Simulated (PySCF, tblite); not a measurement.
# C3H8FOS+: dynamics, then NMR shifts on frames, part 1 of 2

How do NMR shifts of C3H8FOS+ (`C[S+](C)(=O)CF`) change as the atoms move?

Programs: tblite 0.8.0 and PySCF 2.14.0, with density-fitted response routines of our own. Each step states its level of theory. These are calculated values for one molecule in the gas phase, unless marked as measured. Atoms count from 0, in the outputs and in this text.

## Step 1: Starting geometry

14 atoms, charge 1, multiplicity 1; geometry from: GFN2-xTB.

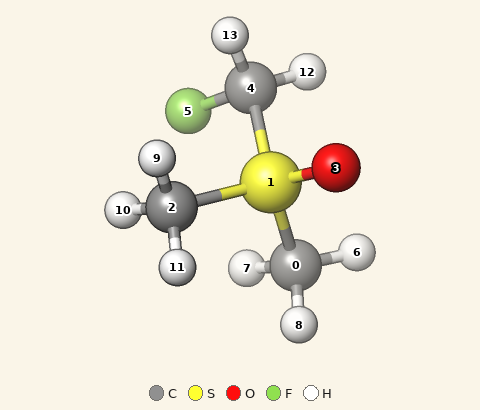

The starting geometry (carbon grey, sulfur yellow, oxygen red, fluorine green, hydrogen white), atoms numbered.

## Step 2: A short Langevin run with GFN2-xTB

Job settings and geometry (Å):

```
{"job": {"kind": "md", "xc": "GFN2-xTB", "basis": "xTB", "temperature": 300, "steps": 2000, "every": 50, "frames": 5}, "charge": 1, "multiplicity": 1}
C     -1.301512    -1.053792     0.000312
S      0.101393    -0.096572    -0.579531
C      1.527360    -0.548034     0.412142
O      0.331770    -0.249013    -1.972759
C     -0.276351     1.659243    -0.143261
F     -0.468064     1.647148     1.189894
H     -2.162107    -0.818384    -0.620356
H     -1.494044    -0.800900     1.038305
H     -1.067732    -2.110137    -0.101557
H      2.392562    -0.002949     0.043869
H      1.327376    -0.296862     1.449083
H      1.704224    -1.614603     0.301643
H     -1.189828     1.984585    -0.648555
H      0.574275     2.299800    -0.391394
```

Level: GFN2-xTB Langevin dynamics, gas phase.

Launch:

```bash
> OMP_NUM_THREADS=1 python probes_run.py task.json out
```

One launch serves the whole session: the jobs run in the order shown.

Standard output:

```text
t/fs     T/K      E/eV
    0.0   232.4   -599.78452
   25.0   193.1   -599.46422
   50.0   223.8   -599.45665
   75.0   278.1   -599.44019
  100.0   301.1   -599.48349
  125.0   239.5   -599.25263
  150.0   276.7   -599.40338
  175.0   293.2   -599.38518
  200.0   260.3   -599.25753
  225.0   334.9   -599.41818
  250.0   360.3   -599.37911
  275.0   317.9   -599.31132
  300.0   329.8   -599.33930
  325.0   235.6   -599.14230
  350.0   336.3   -599.34135
  375.0   354.8   -599.21919
  400.0   315.3   -599.29094
  425.0   399.2   -599.42977
  450.0   390.9   -599.49219
  475.0   373.6   -599.22812
  500.0   353.2   -599.32390
  525.0   342.3   -599.21279
  550.0   466.4   -599.39105
  575.0   246.8   -599.15853
  600.0   361.9   -599.29432
  625.0   324.4   -599.35429
  650.0   322.7   -599.27090
  675.0   251.7   -599.20280
  700.0   318.2   -599.41351
  725.0   281.8   -599.34712
  750.0   317.8   -599.22230
  775.0   407.7   -599.32761
  800.0   377.7   -599.35990
  825.0   320.3   -599.42379
  850.0   315.2   -599.45882
  875.0   252.4   -599.41027
  900.0   317.3   -599.33090
  925.0   274.0   -599.34706
  950.0   177.9   -599.09686
  975.0   303.3   -599.37522
 1000.0   279.7   -599.33956
```

It took 9.9 s on 1 thread of AMD EPYC 7B13, shared host; peak memory 0.18 GiB.

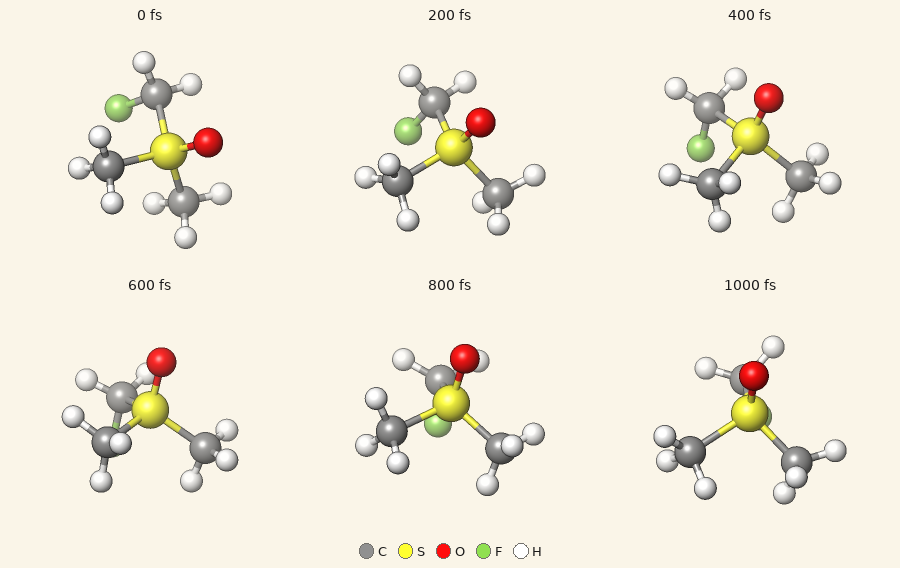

Frames of the run.

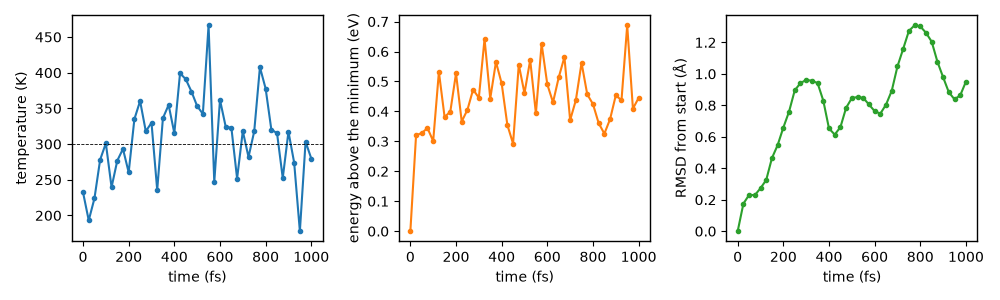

Temperature, potential energy and distance from the start.

Positions (Å) and forces (eV/Å) at 1000 fs:

```xyz
14

C    -0.361   -1.545   -0.697   -0.034   -0.340   -0.352
S     0.564   -0.210    0.014    2.341   -0.643    1.140
C     1.533   -1.132    1.357   -1.138   -0.421   -0.147
O     1.520    0.415   -0.834   -0.207   -0.131   -0.426
C    -0.478    1.094    0.703   -0.971   -0.241    0.036
F    -1.588    0.412    1.138    0.457    0.813   -0.342
H    -0.840   -2.101    0.086   -0.467    0.049    0.461
H     0.382   -2.209   -1.111    0.316   -0.121   -0.410
H    -1.067   -1.282   -1.470   -0.101    0.310   -0.065
H     2.581   -0.895    1.427    0.149    0.453   -0.409
H     1.106   -1.038    2.360   -0.180    0.230   -0.377
H     1.434   -2.184    1.063    0.135    0.304    0.105
H    -0.669    1.827   -0.126   -0.224   -0.511    0.759
H     0.035    1.524    1.563   -0.077    0.249    0.028
```

## Step 3: NMR shieldings: 250 fs, PBE0/pcSseg-1

Job settings and geometry (Å):

```
{"job": {"kind": "nmr", "xc": "PBE0", "basis": "pcSseg-1", "pop": false}, "charge": 1, "multiplicity": 1}
C     -1.397000    -1.307300    -0.905100
S      0.078400    -0.332700    -0.569600
C      1.159100    -1.252000     0.602800
O      0.870100     0.135700    -1.658800
C     -0.444800     1.165900     0.410000
F     -0.835800     0.670400     1.654600
H     -1.939700    -0.731700    -1.658700
H     -1.827800    -1.251700     0.121400
H     -1.179800    -2.292300    -1.294300
H      0.447100    -1.593000     1.348200
H      1.627500    -2.056800     0.079700
H      1.922100    -0.652300     1.144100
H     -1.291600     1.552300    -0.200900
H      0.356000     1.891100     0.503000
```

Level: GIAO PBE0/pcSseg-1 NMR shielding, non-relativistic, gas phase.

Standard output:

```text
coarse grid: 12016 points
cycle   1  E = -691.2477980463  dE =  1.274e+00  |g| = 1.042e+00  |ddm| = 3.209e+00
cycle   2  E = -690.3642309754  dE =  8.836e-01  |g| = 2.363e+00  |ddm| = 2.915e+00
cycle   3  E = -691.4457115844  dE = -1.081e+00  |g| = 2.653e-01  |ddm| = 2.315e+00
cycle   4  E = -691.4569955672  dE = -1.128e-02  |g| = 1.448e-01  |ddm| = 3.406e-01
cycle   5  E = -691.4605559417  dE = -3.560e-03  |g| = 2.460e-02  |ddm| = 9.370e-02
cycle   6  E = -691.4606691501  dE = -1.132e-04  |g| = 6.872e-03  |ddm| = 2.061e-02
cycle   7  E = -691.4606776487  dE = -8.499e-06  |g| = 7.275e-04  |ddm| = 5.438e-03
final grid: 111160 points
cycle   8  E = -691.5156715118  dE = -1.863e-05  |g| = 1.186e-02  |ddm| = 2.268e-02
cycle   9  E = -691.5156287356  dE =  4.278e-05  |g| = 1.888e-02  |ddm| = 2.260e-02
cycle  10  E = -691.5156999380  dE = -7.120e-05  |g| = 3.183e-03  |ddm| = 1.582e-02
cycle  11  E = -691.5157017997  dE = -1.862e-06  |g| = 2.689e-04  |ddm| = 2.473e-03
cycle  12  E = -691.5157018082  dE = -8.506e-09  |g| = 1.475e-04  |ddm| = 2.375e-04
cycle  13  E = -691.5157018115  dE = -3.351e-09  |g| = 3.379e-05  |ddm| = 1.062e-04
cycle  14  E = -691.5157018118  dE = -2.474e-10  |g| = 8.027e-06  |ddm| = 3.721e-05
converged SCF energy = -691.5157018118

GIAO shielding tensors (ppm)
atom      isotropic    diamagn.    paramagn.     s11        s22        s33       span
  0 C      140.686     258.697    -118.011    110.561    127.452    184.045     73.484
  1 S      186.104    1056.006    -869.902     69.766     93.592    394.955    325.189
  2 C      136.919     256.185    -119.266    106.810    117.124    186.823     80.013
  3 O      207.866     395.318    -187.452    -13.588    300.076    337.110    350.698
  4 C       75.830     251.266    -175.436     49.358     59.598    118.534     69.176
  5 F      377.816     472.736     -94.921    305.673    373.709    454.065    148.392
  6 H       27.724      28.351      -0.627     24.120     25.528     33.524      9.404
  7 H       27.972      29.576      -1.603     24.243     27.296     32.379      8.136
  8 H       27.279      27.839      -0.559     23.680     25.632     32.525      8.845
  9 H       28.832      30.803      -1.971     25.738     27.257     33.500      7.762
 10 H       27.996      28.947      -0.951     24.566     26.191     33.231      8.665
 11 H       26.793      28.762      -1.969     23.300     24.449     32.629      9.329
 12 H       25.240      28.557      -3.317     23.115     24.962     27.644      4.530
 13 H       25.270      29.042      -3.772     22.793     24.894     28.123      5.330
```

Wall time 12 s (1 thread of AMD EPYC 7B13, shared host); peak memory 0.83 GiB.

Shifts follow as δ = σ(reference) − σ, with reference shieldings (ppm) from runs at the same level and on the same kind of geometry: 1H TMS 31.72, 13C TMS 186.9, 19F CFCl3 170.9, 17O H2O 336.1, 33S CS2 504. The references are single molecules in the gas phase, so shifts against H2O, NH3, PH3, H3PO4 or CFCl3 are not on the usual liquid scales and can be off by tens of ppm. Each atom is listed at this fixed geometry, with no averaging over motion; a spectrum would average atoms that exchange fast.

```tsv
atoms	environment	σ (ppm)	δ (ppm)
C4	sp3 CH2 bonded to F and S	75.8	111.1
C2	methyl carbon bonded to S	136.9	50.0
C0	methyl carbon bonded to S	140.7	46.2
H12	hydrogen on an sp3 CH2 bonded to F and S	25.24	6.48
H13	hydrogen on an sp3 CH2 bonded to F and S	25.27	6.45
H11	hydrogen on a methyl carbon bonded to S	26.79	4.92
H8	hydrogen on a methyl carbon bonded to S	27.28	4.44
H6	hydrogen on a methyl carbon bonded to S	27.72	3.99
H7	hydrogen on a methyl carbon bonded to S	27.97	3.74
H10	hydrogen on a methyl carbon bonded to S	28.00	3.72
H9	hydrogen on a methyl carbon bonded to S	28.83	2.89
S1	sulfur bonded to 3 C, O	186	318
O3	S=O oxygen	207.9	128.2
F5	fluorine on an sp3 carbon	377.8	-206.9
```

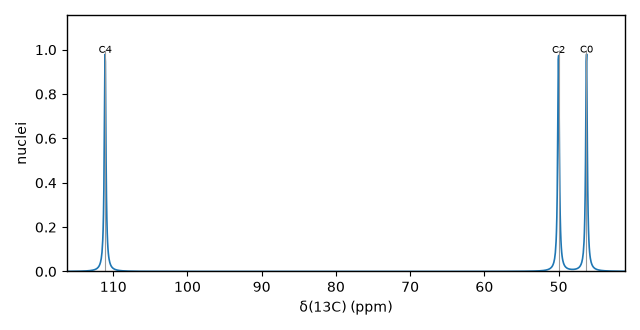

13C lines at the computed shifts, without couplings. Lines are broadened to a width of 0.26 ppm (Lorentzian).

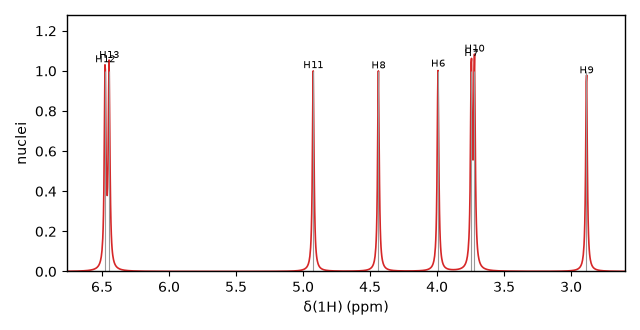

1H lines at the computed shifts, without couplings. Lines are broadened to a width of 0.01 ppm (Lorentzian).

## Step 4: Shielding tensors: 425 fs, PBE0/pcSseg-1

Job settings and geometry (Å):

```
{"job": {"kind": "nmr", "xc": "PBE0", "basis": "pcSseg-1", "pop": false}, "charge": 1, "multiplicity": 1}
C     -1.347700    -1.063600    -1.006100
S      0.243900    -0.396300    -0.441500
C      1.365500    -1.681300     0.100800
O      0.748000     0.360800    -1.526500
C     -0.216000     0.743700     0.902600
F     -0.891100    -0.099200     1.704500
H     -2.077200    -0.263900    -1.016900
H     -1.669500    -1.843200    -0.363200
H     -1.079300    -1.417800    -1.983100
H      2.099700    -1.931100    -0.645600
H      1.876900    -1.376300     0.950500
H      0.716000    -2.531300     0.303700
H     -0.753400     1.611500     0.475300
H      0.647400     1.149000     1.432300
```

Level: GIAO PBE0/pcSseg-1 NMR shielding, non-relativistic, gas phase.

Standard output:

```text
coarse grid: 12016 points
cycle   1  E = -691.2489797355  dE =  1.499e+00  |g| = 1.042e+00  |ddm| = 3.258e+00
cycle   2  E = -690.4696923540  dE =  7.793e-01  |g| = 2.258e+00  |ddm| = 2.913e+00
cycle   3  E = -691.4443456415  dE = -9.747e-01  |g| = 2.549e-01  |ddm| = 2.309e+00
cycle   4  E = -691.4549813505  dE = -1.064e-02  |g| = 1.296e-01  |ddm| = 3.186e-01
cycle   5  E = -691.4577813020  dE = -2.800e-03  |g| = 2.146e-02  |ddm| = 8.353e-02
cycle   6  E = -691.4578665592  dE = -8.526e-05  |g| = 6.169e-03  |ddm| = 1.776e-02
cycle   7  E = -691.4578732892  dE = -6.730e-06  |g| = 7.379e-04  |ddm| = 4.889e-03
final grid: 111160 points
cycle   8  E = -691.5121489145  dE = -2.319e-05  |g| = 1.135e-02  |ddm| = 2.249e-02
cycle   9  E = -691.5121159909  dE =  3.292e-05  |g| = 1.718e-02  |ddm| = 2.165e-02
cycle  10  E = -691.5121747516  dE = -5.876e-05  |g| = 3.051e-03  |ddm| = 1.509e-02
cycle  11  E = -691.5121764368  dE = -1.685e-06  |g| = 2.055e-04  |ddm| = 2.352e-03
cycle  12  E = -691.5121764427  dE = -5.992e-09  |g| = 1.123e-04  |ddm| = 2.128e-04
cycle  13  E = -691.5121764447  dE = -1.960e-09  |g| = 2.542e-05  |ddm| = 8.064e-05
cycle  14  E = -691.5121764448  dE = -1.266e-10  |g| = 7.334e-06  |ddm| = 2.651e-05
converged SCF energy = -691.5121764448

GIAO shielding tensors (ppm)
atom      isotropic    diamagn.    paramagn.     s11        s22        s33       span
  0 C      131.763     255.683    -123.921     94.465    112.565    188.260     93.795
  1 S      198.220    1056.335    -858.115     83.121    117.038    394.500    311.379
  2 C      145.075     255.755    -110.679    104.907    132.036    198.283     93.376
  3 O      215.967     397.074    -181.107    -12.217    313.125    346.992    359.209
  4 C       80.500     251.307    -170.807     50.160     69.706    121.635     71.475
  5 F      411.091     472.969     -61.878    359.214    388.862    485.197    125.983
  6 H       27.424      29.544      -2.120     24.496     25.343     32.433      7.938
  7 H       28.821      30.102      -1.281     25.767     26.716     33.980      8.213
  8 H       27.845      28.682      -0.837     25.092     26.079     32.364      7.271
  9 H       27.647      27.515       0.132     24.222     25.161     33.558      9.335
 10 H       28.934      30.814      -1.880     24.982     27.229     34.591      9.609
 11 H       28.335      28.659      -0.324     24.412     27.048     33.547      9.135
 12 H       25.172      28.830      -3.658     23.526     24.360     27.630      4.105
 13 H       25.218      29.261      -4.042     23.338     24.452     27.865      4.527
```

Run time: 12 s. Hardware: 1 thread of AMD EPYC 7B13, shared host; peak memory 0.73 GiB.

In short: δ C4 106.4, C0 55.2, C2 41.8, S1 306, H12 6.55, H13 6.50 ppm.

(Continued in part 2 of 2.)
